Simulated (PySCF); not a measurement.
Ga(Et)(NH2)2, SMILES C[CH2][Ga]([NH2])[NH2], singlet at its PBE0/def2-SVP optimised geometry (Å):

```
14

Ga    -0.3004     0.6749     0.0000
C     -1.3174    -1.0125     0.0050
C     -0.4579    -2.2736     0.0135
H     -1.9847    -1.0043    -0.8742
H     -1.9898    -0.9957     0.8802
H      0.1952    -2.3182     0.9001
H      0.1992    -2.3272    -0.8696
H     -1.0677    -3.1928     0.0167
N     -1.0991     2.3097     0.0000
H     -2.1010     2.4470    -0.0017
H     -0.6055     3.1928    -0.0068
N      1.5199     0.6749     0.0000
H      2.1010     1.5030    -0.0076
H      2.0790    -0.1680    -0.0054
```

Computed with PySCF with PBE0/def2-TZVP.

Map of the electrostatic potential (hartree/e), clipped to [-0.08, 0.12] on the plane z = 1.2 Å:

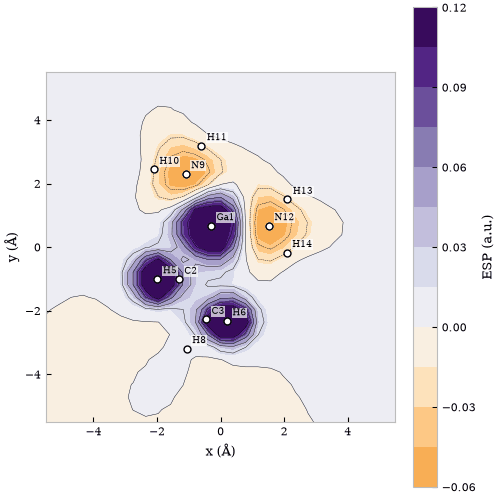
Figure: Electrostatic potential (hartree/e), clipped to [-0.08, 0.12] on the plane z = 1.2 Å.
